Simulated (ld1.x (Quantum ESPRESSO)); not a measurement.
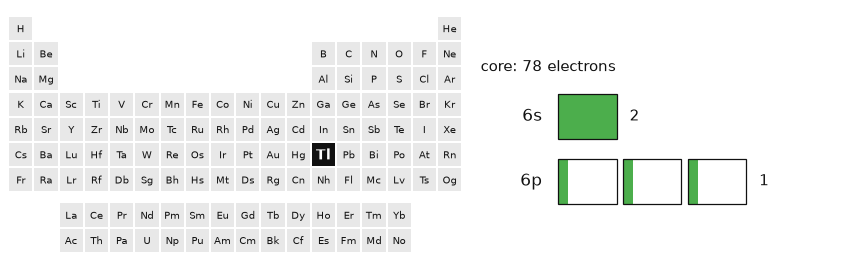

Left, the place of thallium in the periodic table; right, the valence shells of the reference configuration: a box for each of the 2l + 1 orbitals, shaded by the share of the shell that is filled, with the electron count at the right.

## Pseudopotential generation: Tl (part 1 of 2)

Thallium (Tl, Z = 81), core [Xe] 4f14 5d10, reference valence 6s2 6p1, valence charge 3. Computed at this level: TM potential, PBEsol, scalar-relativistic, made with ld1.x (Quantum ESPRESSO) 7.5.

Input:
```
 &input
   title='Tl', zed=81., rel=1, dft='PBESOL', iswitch=3,
   config='[Xe] 4f14 5d10 6s2 6p1 6d-2',
   nld=3, rlderiv=3.20, eminld=-3.0, emaxld=5.0, deld=0.02
 /
 &inputp
   pseudotype=2, tm=.true., lloc=1,
   nlcc=.false.,
   file_pseudopw='Tl.UPF', file_wfcaegen='ae.wfc', file_wfcncgen='nc.wfc', file_beta='beta', file_chi='chi'
 /
3
6S  1  0   2.00   0.00  2.10  2.10  0.0
6D  3  2  -2.00  -0.10  2.40  2.40  0.0
6P  2  1   1.00   0.00  2.95  2.95  0.0
 &test
   configts(1)='6s2 6p1'
 /
```

Input of the test run:
```
 &input
   title='Tl', zed=81., rel=1, dft='PBESOL', iswitch=2,
   config='[Xe] 4f14 5d10 6s2 6p1 6d-2'
 /
 &test
   file_pseudo='Tl.UPF', nconf=8,
   configts(1)='6s2 6p1',
   configts(2)='6s2 6p0',
   configts(3)='6s1 6p0',
   configts(4)='6s2 6p0.5',
   configts(5)='6s1 6p2',
   configts(6)='6s1 6p1',
   configts(7)='6s0 6p3',
   configts(8)='6s2 6p1.3'
 /
```

Command:
```bash
ld1.x < Tl.in > Tl.out
```

The program's output:
```
     Program LD1 v.7.5
     --------------------------- All-electron run ----------------------------

     Tl
     scalar relativistic calculation

     atomic number is 81.00
     dft =PBESOL   lsd =0 sic =0 latt =0  beta=0.20 tr2=1.0E-14
     Exchange-correlation= PBESOL
                           (   1   4  10   8   0   0   0)
     mesh =1281 r(mesh) = 100.03807 a.u. xmin = -7.00 dx = 0.01250
     1 Ry =  13.60569312 eV, c = 137.03599908

     n l     nl                  e(Ry)          e(Ha)          e(eV)
     1 0     1S 1( 2.00)     -6292.1503     -3146.0751    -85609.0657
     2 0     2S 1( 2.00)     -1120.3199      -560.1599    -15242.7285
     2 1     2P 1( 6.00)      -963.5122      -481.7561    -13109.2520
     3 0     3S 1( 2.00)      -267.3969      -133.6985     -3638.1205
     3 1     3P 1( 6.00)      -222.2789      -111.1394     -3024.2584
     4 0     4S 1( 2.00)       -59.6541       -29.8270      -811.6348
     4 1     4P 1( 6.00)       -44.8671       -22.4335      -610.4476
     3 2     3D 1(10.00)      -175.5648       -87.7824     -2388.6808
     5 0     5S 1( 2.00)        -9.6313        -4.8156      -131.0403
     5 1     5P 1( 6.00)        -5.5923        -2.7961       -76.0867
     4 2     4D 1(10.00)       -27.5509       -13.7754      -374.8486
     4 3     4F 1(14.00)        -8.3845        -4.1922      -114.0769
     5 2     5D 1(10.00)        -1.1377        -0.5688       -15.4787
     6 0     6S 1( 2.00)        -0.7053        -0.3526        -9.5961
     6 1     6P 1( 1.00)        -0.1735        -0.0868        -2.3607

     final scf error:  6.2E-15 reached in  28 iterations

     Etot =  -40480.941842 Ry,  -20240.470921 Ha, -550771.272032 eV

     Ekin =   45607.732946 Ry,   22803.866473 Ha,  620524.818494 eV
     Encl = -100983.297891 Ry,  -50491.648945 Ha,-1373947.761649 eV
     Eh   =   15640.319569 Ry,    7820.159784 Ha,  212797.388400 eV
     Exc  =    -745.696466 Ry,    -372.848233 Ha,  -10145.717277 eV

     normalization and overlap integrals

     s(1S/1S) =  1.000000  <r> =   0.0163  <r2> =    0.0004  r(max) =   0.0100
     s(2S/2S) =  1.000000  <r> =   0.0688  <r2> =    0.0056  r(max) =   0.0582
     s(2P/2P) =  1.000000  <r> =   0.0624  <r2> =    0.0048  r(max) =   0.0482
     s(3S/3S) =  1.000000  <r> =   0.1776  <r2> =    0.0361  r(max) =   0.1642
     s(3P/3P) =  1.000000  <r> =   0.1793  <r2> =    0.0373  r(max) =   0.1642
     s(4S/4S) =  1.000000  <r> =   0.3917  <r2> =    0.1731  r(max) =   0.3699
     s(4P/4P) =  1.000000  <r> =   0.4177  <r2> =    0.1983  r(max) =   0.3889
     s(3D/3D) =  1.000000  <r> =   0.1625  <r2> =    0.0309  r(max) =   0.1327
     s(5S/5S) =  1.000000  <r> =   0.8766  <r2> =    0.8616  r(max) =   0.8030
     s(5P/5P) =  1.000000  <r> =   1.0074  <r2> =    1.1463  r(max) =   0.8986
     s(4D/4D) =  1.000000  <r> =   0.4399  <r2> =    0.2234  r(max) =   0.3938
     s(4F/4F) =  1.000000  <r> =   0.4677  <r2> =    0.2629  r(max) =   0.3563
     s(5D/5D) =  1.000000  <r> =   1.3912  <r2> =    2.2796  r(max) =   1.1113
     s(6S/6S) =  1.000000  <r> =   2.4730  <r2> =    6.9860  r(max) =   2.0762
     s(6P/6P) =  1.000000  <r> =   3.8063  <r2> =   17.1935  r(max) =   2.9097

     ------------------------ End of All-electron run ------------------------

     --------------------- Generating NC pseudopotential ---------------------

      Generating local pot.: lloc=1, matching radius rcloc =   2.9500

      Wfc   6S  rcut= 2.076  Using Troullier-Martins method

      Wfc   6D  rcut= 2.412  Using Troullier-Martins method

     ------------------- End of pseudopotential generation -------------------

     --------------------------- All-electron run ----------------------------

     Tl
     scalar relativistic calculation

     atomic number is 81.00
     dft =PBESOL   lsd =0 sic =0 latt =0  beta=0.20 tr2=1.0E-14
     Exchange-correlation= PBESOL
                           (   1   4  10   8   0   0   0)
     mesh =1281 r(mesh) = 100.03807 a.u. xmin = -7.00 dx = 0.01250
     1 Ry =  13.60569312 eV, c = 137.03599908

     n l     nl                  e(Ry)          e(Ha)          e(eV)
     1 0     1S 1( 2.00)     -6292.1503     -3146.0751    -85609.0657
     2 0     2S 1( 2.00)     -1120.3199      -560.1599    -15242.7285
     2 1     2P 1( 6.00)      -963.5122      -481.7561    -13109.2520
     3 0     3S 1( 2.00)      -267.3969      -133.6985     -3638.1205
     3 1     3P 1( 6.00)      -222.2789      -111.1394     -3024.2584
     4 0     4S 1( 2.00)       -59.6541       -29.8270      -811.6348
     4 1     4P 1( 6.00)       -44.8671       -22.4335      -610.4476
     3 2     3D 1(10.00)      -175.5648       -87.7824     -2388.6808
     5 0     5S 1( 2.00)        -9.6313        -4.8156      -131.0403
     5 1     5P 1( 6.00)        -5.5923        -2.7961       -76.0867
     4 2     4D 1(10.00)       -27.5509       -13.7754      -374.8486
     4 3     4F 1(14.00)        -8.3845        -4.1922      -114.0769
     5 2     5D 1(10.00)        -1.1377        -0.5688       -15.4787
     6 0     6S 1( 2.00)        -0.7053        -0.3526        -9.5961
     6 1     6P 1( 1.00)        -0.1735        -0.0868        -2.3607

     final scf error:  6.2E-15 reached in  28 iterations

     Etot =  -40480.941842 Ry,  -20240.470921 Ha, -550771.272032 eV

     Ekin =   45607.732946 Ry,   22803.866473 Ha,  620524.818494 eV
     Encl = -100983.297891 Ry,  -50491.648945 Ha,-1373947.761649 eV
     Eh   =   15640.319569 Ry,    7820.159784 Ha,  212797.388400 eV
     Exc  =    -745.696466 Ry,    -372.848233 Ha,  -10145.717277 eV

     normalization and overlap integrals

     s(1S/1S) =  1.000000  <r> =   0.0163  <r2> =    0.0004  r(max) =   0.0100
     s(2S/2S) =  1.000000  <r> =   0.0688  <r2> =    0.0056  r(max) =   0.0582
     s(2P/2P) =  1.000000  <r> =   0.0624  <r2> =    0.0048  r(max) =   0.0482
     s(3S/3S) =  1.000000  <r> =   0.1776  <r2> =    0.0361  r(max) =   0.1642
     s(3P/3P) =  1.000000  <r> =   0.1793  <r2> =    0.0373  r(max) =   0.1642
     s(4S/4S) =  1.000000  <r> =   0.3917  <r2> =    0.1731  r(max) =   0.3699
     s(4P/4P) =  1.000000  <r> =   0.4177  <r2> =    0.1983  r(max) =   0.3889
     s(3D/3D) =  1.000000  <r> =   0.1625  <r2> =    0.0309  r(max) =   0.1327
     s(5S/5S) =  1.000000  <r> =   0.8766  <r2> =    0.8616  r(max) =   0.8030
     s(5P/5P) =  1.000000  <r> =   1.0074  <r2> =    1.1463  r(max) =   0.8986
     s(4D/4D) =  1.000000  <r> =   0.4399  <r2> =    0.2234  r(max) =   0.3938
     s(4F/4F) =  1.000000  <r> =   0.4677  <r2> =    0.2629  r(max) =   0.3563
     s(5D/5D) =  1.000000  <r> =   1.3912  <r2> =    2.2796  r(max) =   1.1113
     s(6S/6S) =  1.000000  <r> =   2.4730  <r2> =    6.9860  r(max) =   2.0762
     s(6P/6P) =  1.000000  <r> =   3.8063  <r2> =   17.1935  r(max) =   2.9097

     ------------------------ End of All-electron run ------------------------

     Computing logarithmic derivative in   3.19575
     Message from routine run_pseudo:
     Warning: convergence not achieved
     Computing logarithmic derivative in   3.19575
     Computing the partial wave expansion
     R is outside the sphere for l=    0 j= 0.00
       no projector for channel:   1
     R is outside the sphere for l=    2 j= 0.00

     ---------------------- Testing the pseudopotential ----------------------

     Tl
     scalar relativistic calculation

     atomic number is 81.00   valence charge is  3.00
     dft =PBESOL   lsd =0 sic =0 latt =0  beta=0.20 tr2=1.0E-14
     mesh =1281 r(mesh) = 100.03807 xmin = -7.00 dx = 0.01250

     n l     nl             e AE (Ry)        e PS (Ry)    De AE-PS (Ry)
     1 0     6S   1( 2.00)       -0.70530       -0.70530        0.00000
     2 1     6P   1( 1.00)       -0.17351       -0.17351        0.00000

     eps = 3.9E-11  iter =201

     Etot =  -40480.941842 Ry,  -20240.470921 Ha, -550771.272032 eV
     Etotps =    -4.060564 Ry,      -2.030282 Ha,     -55.246786 eV

     Ekin =       1.369666 Ry,       0.684833 Ha,      18.635251 eV
     Encl =      -6.509155 Ry,      -3.254578 Ha,     -88.561569 eV
     Ehrt =       2.821346 Ry,       1.410673 Ha,      38.386370 eV
     Ecxc =      -1.165685 Ry,      -0.582843 Ha,     -15.859955 eV
     Epseu=      -0.576735 Ry,      -0.288368 Ha,      -7.846883 eV

     ---------------------- End of pseudopotential test ----------------------
```

Output of the test run (extracts):
```
     ---------------------- Testing the pseudopotential ----------------------

     Tl
     scalar relativistic calculation

     atomic number is 81.00   valence charge is  3.00
     dft =PBESOL   lsd =0 sic =0 latt =0  beta=0.20 tr2=1.0E-14
     mesh =1281 r(mesh) = 100.03807 xmin = -7.00 dx = 0.01250

     n l     nl             e AE (Ry)        e PS (Ry)    De AE-PS (Ry)
     1 0     6S   1( 2.00)       -0.70530       -0.70530        0.00000
     2 1     6P   1( 1.00)       -0.17351       -0.17351        0.00000

     eps = 4.0E-11  iter =201

     Etot =  -40480.941842 Ry,  -20240.470921 Ha, -550771.272032 eV
     Etotps =    -4.060564 Ry,      -2.030282 Ha,     -55.246786 eV

     Ekin =       1.369666 Ry,       0.684833 Ha,      18.635251 eV
     Encl =      -6.509155 Ry,      -3.254578 Ha,     -88.561569 eV
     Ehrt =       2.821346 Ry,       1.410673 Ha,      38.386370 eV
     Ecxc =      -1.165685 Ry,      -0.582843 Ha,     -15.859955 eV
     Epseu=      -0.576735 Ry,      -0.288368 Ha,      -7.846883 eV

     ---------------------- End of pseudopotential test ----------------------

     ---------------------- Testing the pseudopotential ----------------------

     Tl
     scalar relativistic calculation

     atomic number is 81.00   valence charge is  3.00
     dft =PBESOL   lsd =0 sic =0 latt =0  beta=0.20 tr2=1.0E-14
     mesh =1281 r(mesh) = 100.03807 xmin = -7.00 dx = 0.01250

     n l     nl             e AE (Ry)        e PS (Ry)    De AE-PS (Ry)
     1 0     6S   1( 2.00)       -1.20366       -1.20494        0.00128
     2 1     6P   1( 0.00)       -0.59945       -0.59392       -0.00552  !

     eps = 2.0E-11  iter =201

     Etot =  -40480.563516 Ry,  -20240.281758 Ha, -550766.124649 eV
     Etotps =    -3.684053 Ry,      -1.842027 Ha,     -50.124097 eV
     dEtot_ae =       0.378326 Ry
     dEtot_ps =       0.376511 Ry,   Delta E=       0.001815 Ry

     Ekin =       1.057998 Ry,       0.528999 Ha,      14.394802 eV
     Encl =      -4.800582 Ry,      -2.400291 Ha,     -65.315242 eV
     Ehrt =       1.519320 Ry,       0.759660 Ha,      20.671401 eV
     Ecxc =      -0.838590 Ry,      -0.419295 Ha,     -11.409593 eV
     Epseu=      -0.622200 Ry,      -0.311100 Ha,      -8.465466 eV

     ---------------------- End of pseudopotential test ----------------------

     ---------------------- Testing the pseudopotential ----------------------

     Tl
     scalar relativistic calculation

     atomic number is 81.00   valence charge is  3.00
     dft =PBESOL   lsd =0 sic =0 latt =0  beta=0.20 tr2=1.0E-14
     mesh =1281 r(mesh) = 100.03807 xmin = -7.00 dx = 0.01250

     n l     nl             e AE (Ry)        e PS (Ry)    De AE-PS (Ry)
     1 0     6S   1( 1.00)       -1.86864       -1.85800       -0.01064  !
     2 1     6P   1( 0.00)       -1.17313       -1.15724       -0.01590  !

     eps = 5.4E-10  iter =201

     Etot =  -40479.031586 Ry,  -20239.515793 Ha, -550745.281671 eV
     Etotps =    -2.153217 Ry,      -1.076608 Ha,     -29.296004 eV
     dEtot_ae =       1.910256 Ry
     dEtot_ps =       1.907347 Ry,   Delta E=       0.002909 Ry

     Ekin =       0.586892 Ry,       0.293446 Ha,       7.985077 eV
     Encl =      -2.443816 Ry,      -1.221908 Ha,     -33.249808 eV
     Ehrt =       0.398854 Ry,       0.199427 Ha,       5.426692 eV
     Ecxc =      -0.359875 Ry,      -0.179937 Ha,      -4.896347 eV
     Epseu=      -0.335273 Ry,      -0.167636 Ha,      -4.561618 eV

     ---------------------- End of pseudopotential test ----------------------

     ---------------------- Testing the pseudopotential ----------------------

     Tl
     scalar relativistic calculation

     atomic number is 81.00   valence charge is  3.00
     dft =PBESOL   lsd =0 sic =0 latt =0  beta=0.20 tr2=1.0E-14
     mesh =1281 r(mesh) = 100.03807 xmin = -7.00 dx = 0.01250

     n l     nl             e AE (Ry)        e PS (Ry)    De AE-PS (Ry)
     1 0     6S   1( 2.00)       -0.94151       -0.94240        0.00089
     2 1     6P   1( 0.50)       -0.37453       -0.37290       -0.00164

     eps = 5.6E-10  iter =201

     Etot =  -40480.806105 Ry,  -20240.403053 Ha, -550769.425240 eV
     Etotps =    -3.925110 Ry,      -1.962555 Ha,     -53.403843 eV
     dEtot_ae =       0.135737 Ry
     dEtot_ps =       0.135454 Ry,   Delta E=       0.000283 Ry

     Ekin =       1.244899 Ry,       0.622449 Ha,      16.937714 eV
     Encl =      -5.713055 Ry,      -2.856528 Ha,     -77.730073 eV
     Ehrt =       2.151225 Ry,       1.075613 Ha,      29.268913 eV
     Ecxc =      -1.011081 Ry,      -0.505540 Ha,     -13.756457 eV
     Epseu=      -0.597099 Ry,      -0.298549 Ha,      -8.123940 eV

     ---------------------- End of pseudopotential test ----------------------

     ---------------------- Testing the pseudopotential ----------------------

     Tl
     scalar relativistic calculation

     atomic number is 81.00   valence charge is  3.00
     dft =PBESOL   lsd =0 sic =0 latt =0  beta=0.20 tr2=1.0E-14
     mesh =1281 r(mesh) = 100.03807 xmin = -7.00 dx = 0.01250

     n l     nl             e AE (Ry)        e PS (Ry)    De AE-PS (Ry)
     1 0     6S   1( 1.00)       -0.79745       -0.79500       -0.00245
     2 1     6P   1( 2.00)       -0.23475       -0.23668        0.00192

     eps = 5.8E-10  iter =201

     Etot =  -40480.394353 Ry,  -20240.197177 Ha, -550763.823067 eV
     Etotps =    -3.514912 Ry,      -1.757456 Ha,     -47.822813 eV
     dEtot_ae =       0.547489 Ry
     dEtot_ps =       0.545652 Ry,   Delta E=       0.001837 Ry

     Ekin =       1.413189 Ry,       0.706595 Ha,      19.227419 eV
     Encl =      -6.134247 Ry,      -3.067123 Ha,     -83.460681 eV
     Ehrt =       2.561790 Ry,       1.280895 Ha,      34.854933 eV
     Ecxc =      -1.060916 Ry,      -0.530458 Ha,     -14.434496 eV
     Epseu=      -0.294729 Ry,      -0.147364 Ha,      -4.009989 eV

     ---------------------- End of pseudopotential test ----------------------
```

(Continued in part 2.) Outcome of the run: generated, with a ghost state.
